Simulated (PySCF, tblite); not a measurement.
# C₅H₅Cl₃F radical: geometry, infrared bands and EPR parameters

What infrared bands and EPR parameters should C₅H₅Cl₃F radical (`C/C=C/[C](F)C(Cl)(Cl)Cl`) show?

The runs use tblite 0.8.0 and PySCF 2.14.0, with density-fitted response routines of our own; the level of theory stands in each step. All values are computed, except where a source is named. Atoms are numbered from 0 throughout.

### Step 1. The starting structure

14 atoms, charge 0, multiplicity 2; geometry from: force field or distance geometry start.

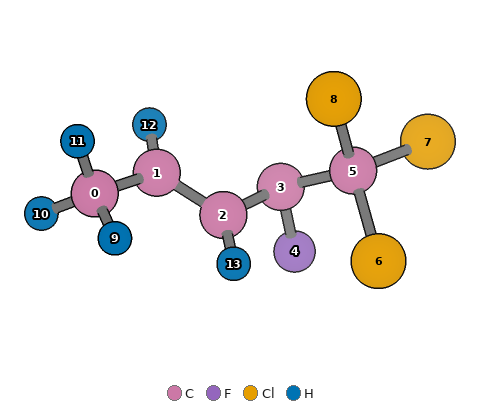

The starting geometry (carbon pink, fluorine purple, chlorine amber, hydrogen blue), atoms numbered; sticks join atoms by distance.

### Step 2. Relaxing the molecule with GFN2-xTB

What the job is given:

```
{"job": {"kind": "relax", "xc": "GFN2-xTB", "basis": "xTB"}, "charge": 0, "multiplicity": 2}
C     -2.387600     0.389900    -0.030900
C     -1.082600    -0.023600    -0.597700
C     -0.056400    -0.375500     0.227200
C      1.200900    -0.766000    -0.492700
F      1.478300    -2.047800    -0.019800
C      2.249000     0.178800     0.054200
Cl     2.287700    -0.117700     1.827400
Cl     3.818800    -0.242700    -0.656400
Cl     1.788000     1.876100    -0.281500
H     -2.321600     0.522300     1.072400
H     -3.193900    -0.336400    -0.284400
H     -2.696000     1.360700    -0.478400
H     -0.939700    -0.055300    -1.660200
H     -0.145500    -0.363200     1.298800
```

The run is started by

```sh
$ OMP_NUM_THREADS=1 python probes_run.py task.json out
```

The driver reads the jobs from task.json and runs them one after another.

Standard output:

```text
step      E/eV     max force
  0    -857.20339    4.048
  1    -857.51336    3.323
  2    -857.71171    1.178
  3    -857.80388    0.985
  4    -857.85867    0.916
  5    -857.92227    0.836
  6    -857.99202    0.699
  7    -858.02848    0.425
  8    -858.04514    0.274
  9    -858.05670    0.271
 10    -858.06791    0.308
 11    -858.07700    0.236
 12    -858.08523    0.242
 13    -858.09392    0.291
 14    -858.10186    0.292
 15    -858.10697    0.189
 16    -858.11022    0.163
 17    -858.11356    0.155
 18    -858.11775    0.169
 19    -858.12214    0.181
 20    -858.12665    0.188
 21    -858.13218    0.217
 22    -858.14005    0.286
 23    -858.14990    0.290
 24    -858.15953    0.350
 25    -858.16816    0.338
 26    -858.17869    0.330
 27    -858.16859    1.285
 28    -858.20634    0.371
 29    -858.23276    0.368
 30    -858.28393    0.855
 31    -858.32344    0.705
 32    -858.34526    0.436
 33    -858.35666    0.740
 34    -858.37738    0.401
 35    -858.40297    0.360
 36    -858.42567    0.365
 37    -858.43690    0.349
 38    -858.44947    0.297
 39    -858.46314    0.295
 40    -858.48017    0.343
 41    -858.50145    0.492
 42    -858.52689    0.586
 43    -858.55245    0.521
 44    -858.58275    0.603
 45    -858.61647    0.577
 46    -858.65783    0.706
 47    -858.69219    0.604
 48    -858.72599    0.459
 49    -858.74737    0.396
 50    -858.76302    0.480
 51    -858.77775    0.445
 52    -858.79978    0.264
 53    -858.80676    0.255
 54    -858.81289    0.190
 55    -858.81636    0.149
 56    -858.81929    0.124
 57    -858.82109    0.102
 58    -858.82239    0.105
 59    -858.82375    0.101
 60    -858.82565    0.116
 61    -858.82782    0.129
 62    -858.82964    0.126
 63    -858.83079    0.075
 64    -858.83150    0.056
 65    -858.83226    0.066
 66    -858.83317    0.080
 67    -858.83417    0.079
 68    -858.83519    0.084
 69    -858.83621    0.098
 70    -858.83741    0.104
 71    -858.83901    0.122
 72    -858.84096    0.133
 73    -858.84265    0.095
 74    -858.84360    0.056
 75    -858.84411    0.051
 76    -858.84461    0.058
 77    -858.84512    0.061
 78    -858.84553    0.046
 79    -858.84581    0.043
 80    -858.84603    0.039
 81    -858.84627    0.043
 82    -858.84653    0.045
 83    -858.84677    0.039
 84    -858.84699    0.037
 85    -858.84728    0.044
 86    -858.84780    0.063
 87    -858.84884    0.088
 88    -858.85074    0.106
 89    -858.85286    0.109
 90    -858.85405    0.104
 91    -858.85379    0.187
 92    -858.85547    0.085
 93    -858.85606    0.068
 94    -858.85716    0.046
 95    -858.85782    0.051
 96    -858.85817    0.065
 97    -858.85902    0.087
 98    -858.86024    0.098
 99    -858.86205    0.102
100    -858.86374    0.098
101    -858.86467    0.091
102    -858.86490    0.106
103    -858.86555    0.066
104    -858.86605    0.074
105    -858.86659    0.072
106    -858.86693    0.051
107    -858.86716    0.043
108    -858.86732    0.028
109    -858.86743    0.024
110    -858.86751    0.020
111    -858.86756    0.017
112    -858.86759    0.017
113    -858.86762    0.019
114    -858.86764    0.013
115    -858.86767    0.010
```

Wall time 1 s (1 thread of Arm Neoverse V2, shared host).

Relaxation path: (not every step is listed)

| step | energy from step 0 (eV) | largest force (eV/Å) |
| --- | --- | --- |
| 0 | 0.0000 | 4.0482 |
| 1 | -0.3100 | 3.3234 |
| 2 | -0.5083 | 1.1775 |
| 3 | -0.6005 | 0.9853 |
| 4 | -0.6553 | 0.9157 |
| 5 | -0.7189 | 0.8363 |
| 6 | -0.7886 | 0.6992 |
| 7 | -0.8251 | 0.4248 |
| 8 | -0.8417 | 0.2741 |
| 18 | -0.9144 | 0.1695 |
| 28 | -1.0029 | 0.3711 |
| 38 | -1.2461 | 0.2971 |
| 48 | -1.5226 | 0.4590 |
| 58 | -1.6190 | 0.1045 |
| 68 | -1.6318 | 0.0840 |
| 78 | -1.6421 | 0.0456 |
| 88 | -1.6473 | 0.1059 |
| 98 | -1.6568 | 0.0979 |
| 108 | -1.6639 | 0.0284 |
| 110 | -1.6641 | 0.0200 |
| 111 | -1.6642 | 0.0172 |
| 112 | -1.6642 | 0.0172 |
| 113 | -1.6642 | 0.0194 |
| 114 | -1.6643 | 0.0135 |
| 115 | -1.6643 | 0.0099 |

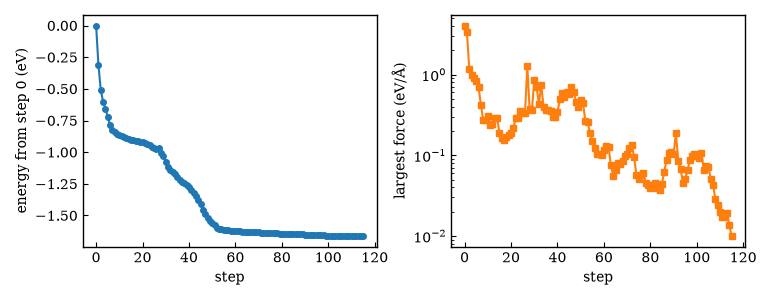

Energy and force, step by step.

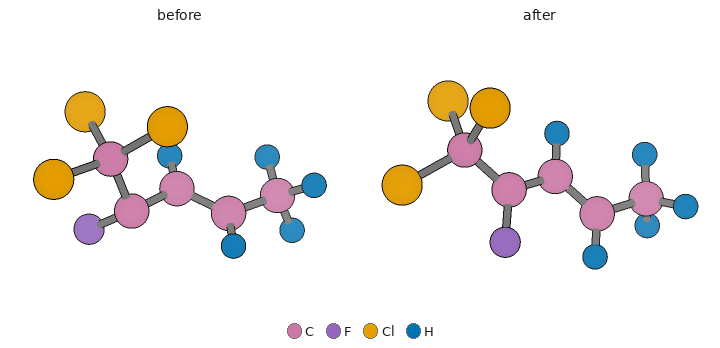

The geometry before (left) and after (right).

Distances of close pairs at the start and the end, largest changes first:

| bond | before (Å) | after (Å) | change (Å) |
| --- | --- | --- | --- |
| C2–C3 | 1.501 | 1.386 | -0.115 |
| C3–F4 | 1.394 | 1.348 | -0.046 |
| C5–Cl8 | 1.791 | 1.835 | +0.044 |
| C3–C5 | 1.513 | 1.471 | -0.043 |
| C0–H9 | 1.113 | 1.087 | -0.027 |
| C5–Cl6 | 1.798 | 1.775 | -0.023 |
| C0–H10 | 1.114 | 1.092 | -0.023 |
| C0–H11 | 1.113 | 1.091 | -0.021 |

The final coordinates are the input of the step that follows.

### Step 3. Infrared spectrum with GFN2-xTB

What the job is given:

```
{"job": {"kind": "ir", "xc": "GFN2-xTB", "basis": "xTB"}, "charge": 0, "multiplicity": 2}
C     -2.574155     0.152892     0.019136
C     -1.243761    -0.208882    -0.512169
C     -0.073228     0.036677     0.150922
C      1.182616    -0.292098    -0.334123
F      1.292632    -0.848026    -1.557332
C      2.461556     0.015333     0.323340
Cl     2.332633    -0.151900     2.085725
Cl     3.782224    -1.006159    -0.264574
Cl     2.929987     1.759452    -0.000948
H     -2.497597     0.641762     0.986519
H     -3.196274    -0.738711     0.117588
H     -3.087939     0.817436    -0.677832
H     -1.210655    -0.690164    -1.478876
H     -0.098717     0.511914     1.120456
```

Standard output:

```text
mode    cm-1     km/mol
  1      12.7      0.98
  2      84.9      0.03
  3     100.5      0.55
  4     127.4      2.64
  5     169.4      0.44
  6     186.6      0.06
  7     206.5      1.21
  8     236.0      3.58
  9     244.7      6.16
 10     263.1      3.76
 11     330.2      4.80
 12     385.1      2.68
 13     403.2      9.72
 14     428.2     18.01
 15     570.6     22.44
 16     667.9     19.13
 17     719.5      5.79
 18     726.3      5.63
 19     889.3     28.66
 20     929.7     11.13
 21     977.3     34.26
 22     993.4      6.20
 23    1120.7      3.76
 24    1188.5     54.32
 25    1250.1      8.75
 26    1269.6     12.61
 27    1386.5     25.93
 28    1404.6     52.54
 29    1449.2      7.55
 30    1456.6     44.00
 31    1522.8     42.40
 32    2970.8      8.04
 33    2993.6     10.51
 34    3050.8     14.23
 35    3082.1      5.65
 36    3096.3     22.41
```

Run time: 0.58 s. Hardware: 1 thread of Arm Neoverse V2, shared host.

Which atoms move in the most intense modes:

| cm⁻¹ | km/mol | atoms |
| --- | --- | --- |
| 571 | 22.4 | C5 65 %, C3 26 % |
| 889 | 28.7 | C5 29 %, F4 26 %, C2 20 % |
| 977 | 34.3 | C0 18 %, H9 14 %, H10 14 %, H11 14 % |
| 1188 | 54.3 | C3 31 %, H13 13 %, C1 13 %, C5 11 % |
| 1386 | 25.9 | H11 27 %, H10 27 %, H9 16 %, C0 14 % |
| 1405 | 52.5 | C3 44 %, C2 17 %, C1 13 % |
| 1457 | 44.0 | H11 28 %, H10 27 %, H9 19 %, C2 12 % |
| 1523 | 42.4 | C1 41 %, C2 31 % |

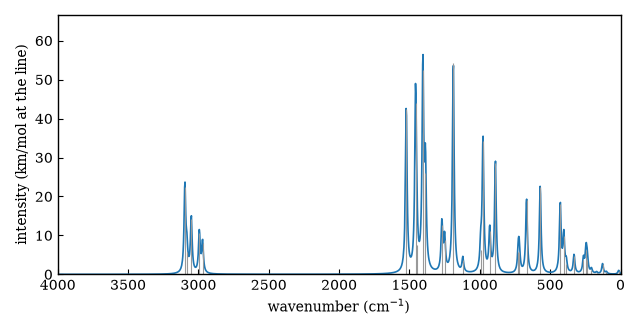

The infrared spectrum from these modes, unscaled. Lines are broadened to a width of 14 cm⁻¹ (Lorentzian).

### Step 4. g tensor and hyperfine couplings: B3LYP/pcH-1

The job, as its differences from that of step 3:

```diff
@@ -1,2 +1,2 @@
-{"job": {"kind": "ir", "xc": "GFN2-xTB", "basis": "xTB"}, "charge": 0, "multiplicity": 2}
+{"job": {"kind": "epr", "basis": "pcH-1"}, "charge": 0, "multiplicity": 2}
 C     -2.574155     0.152892     0.019136
```

With the program's defaults for keys left out, this is: UKS B3LYP, pcH-1 on C Cl F H, non-relativistic, mean-field spin-orbit, GIAO.

Standard output:

```text
UKS, coarse grid
  cycle   1  E = -1673.77978056  |g| = 6.00e-01
  cycle   2  E = -1673.29642048  |g| = 1.22e+00
  cycle   3  E = -1673.92514361  |g| = 1.07e-01
  cycle   4  E = -1673.92811840  |g| = 7.86e-02
  cycle   5  E = -1673.93097969  |g| = 1.61e-02
  cycle   6  E = -1673.93111971  |g| = 7.66e-03
  cycle   7  E = -1673.93117233  |g| = 3.19e-03
  cycle   8  E = -1673.93118457  |g| = 1.59e-03
  cycle   9  E = -1673.93118606  |g| = 4.80e-04
UKS, final grid
  cycle   1  E = -1673.93115825  |g| = 6.30e-04
  cycle   2  E = -1673.93115805  |g| = 9.24e-04
  cycle   3  E = -1673.93115844  |g| = 8.32e-05
  cycle   4  E = -1673.93115844  |g| = 2.74e-05
E = -1673.93115844 Eh   <S^2> = 0.7740 (exact 0.7500)
g shifts (ppm)      1          2          3
  rmc          -202       -202       -202
  gc             32        -11         33
  oz_so       -1201       1355       1920
  total       -1372       1142       1751
hyperfine (MHz)  atom isotope    a_iso     a_fc   dipolar eigenvalues
    0   13C     -19.26     -19.26     -1.70      0.52      1.17
    1   13C      47.87      47.92    -44.40    -43.16     87.56
    2   13C     -45.49     -45.52    -27.14     10.83     16.31
    3   13C      68.74      68.72    -57.05    -54.30    111.35
    4   19F      87.56      87.58   -160.93   -128.47    289.40
    5   13C     -27.30     -27.33     -1.92     -0.44      2.36
    6  35Cl       7.24       7.24     -4.70     -4.28      8.98
    7  35Cl       2.82       2.80     -2.64     -2.30      4.94
    8  35Cl      25.77      25.52    -17.01    -15.20     32.21
    9    1H       1.52       1.52     -2.51     -2.18      4.69
   10    1H      68.13      68.13     -3.24     -2.07      5.31
   11    1H      65.90      65.90     -3.24     -2.07      5.31
   12    1H     -34.61     -34.62    -17.47     -2.09     19.56
   13    1H      10.38      10.39     -4.92     -1.61      6.52
```

It took 2.8 min on 1 thread of Arm Neoverse V2, shared host; peak memory 1.1 GiB.

Principal g values 2.00095, 2.00346, 2.00407; g(iso) = 2.00283, against 2.00232 for a free electron.

Mean a(iso) over the nuclei that a row names, and the largest dipolar term of the row (other rows stand at the frozen geometry):

| nuclei | isotope | a(iso) (MHz) | a(iso) (G, at g = 2.0023) | largest dipolar term (MHz) |
| --- | --- | --- | --- | --- |
| F4 | 19F | 87.6 | 31.2 | 289.4 |
| C3 | 13C | 68.7 | 24.5 | 111.3 |
| C1 | 13C | 47.9 | 17.1 | 87.6 |
| C2 | 13C | -45.5 | -16.2 | -27.1 |
| H9, H10, H11 | 1H | 45.2 | 16.1 | 5.3 |
| H12 | 1H | -34.6 | -12.4 | 19.6 |
| C5 | 13C | -27.3 | -9.7 | 2.4 |
| C0 | 13C | -19.3 | -6.9 | -1.7 |
| Cl6, Cl7, Cl8 | 35Cl | 11.9 | 4.3 | 32.2 |
| H13 | 1H | 10.4 | 3.7 | 6.5 |

Mulliken spin populations:

C0 -0.05; C1 0.56; C2 -0.23; C3 0.56; F4 0.04; C5 -0.02; Cl6 0.02; Cl7 0.01; Cl8 0.07; H9 0.00; H10 0.03; H11 0.03; H12 -0.02; H13 0.01

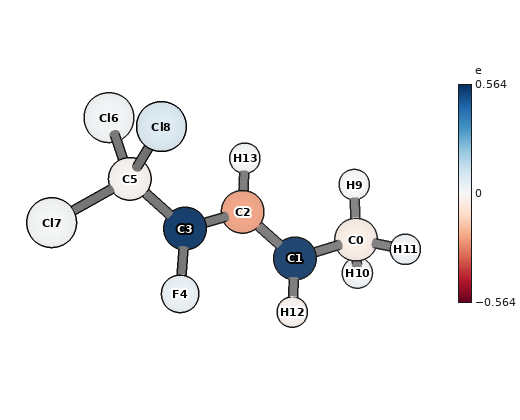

Mulliken spin populations, as colours on the atoms.

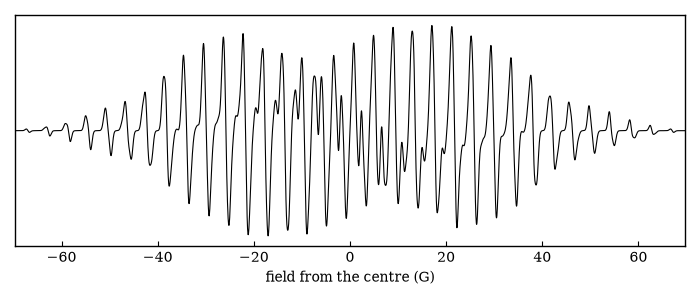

First-order isotropic spectrum (first derivative, main isotopes with spin only, couplings over 0.8 MHz, Gaussian width 0.3 G; couplings of the frozen geometry, rotation of groups not averaged beyond the rows shown).

Orbitals, density, ELF and potential are computed afterwards from the orbital file.

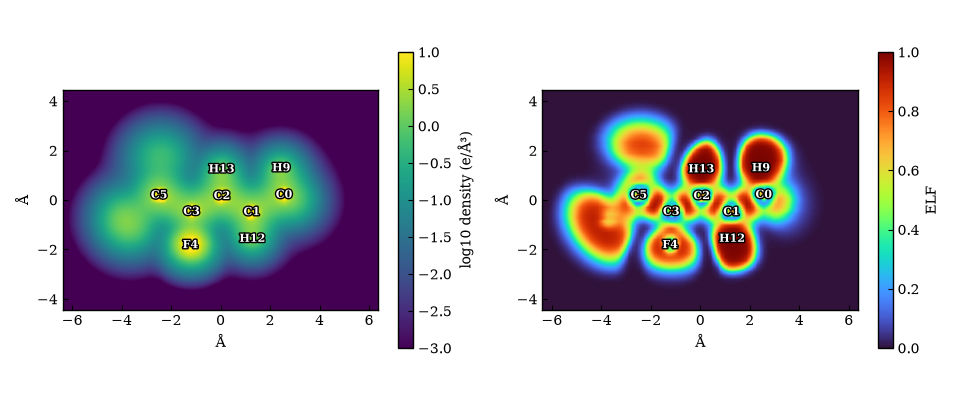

Density (left) and ELF (right) in a plane through or near 9 of the atoms.

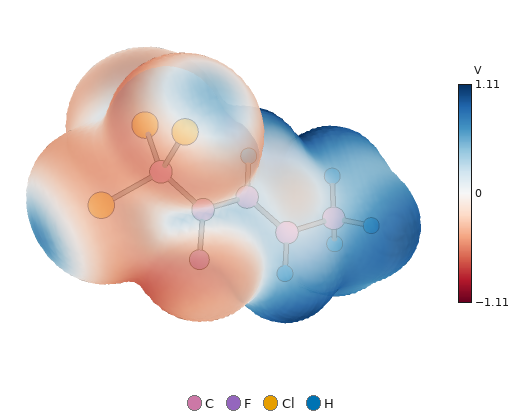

Electrostatic potential on the surface of density 0.002 e/bohr³; red is low, blue high. It runs from -0.59 V near F4 to 1.11 V near H13.

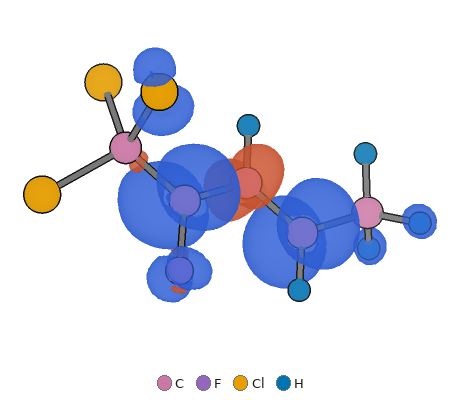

Spin density at ±0.03 e/Å³ (alpha excess blue, beta excess red).

### Step 5. Summary of results

| quantity | value |
| --- | --- |
| strongest single infrared mode (GFN2-xTB) | 1188 cm⁻¹, 54 km/mol |
| zero-point energy (GFN2-xTB) | 52.7 kcal/mol |
| g(iso) (B3LYP) | 2.00283 |
| ⟨S²⟩ | 0.774 (exact 0.75) |
| largest a(iso) (averaged by class) | 19F on F4, 87.6 MHz |
| surface potential, least and greatest | -0.59 V and 1.11 V |

In words: Relaxing lowered the energy by 1.664 eV in 115 steps; the close pair that moved most is C2–C3, from 1.501 to 1.386 Å. No mode is imaginary among the 36: a minimum at this level. The strongest single mode, at 1188 cm⁻¹, has its largest shares on C3, H13, C1 and C5 (the list is cut at 4 atoms). GFN2-xTB is a fitted tight-binding method: band positions and strengths are rough. Its intensities can rank the bands wrongly. The largest spin populations lie on C1 (0.56 e), C3 (0.56 e). The isotropic g lies 0.5 ppt above the free-electron value.
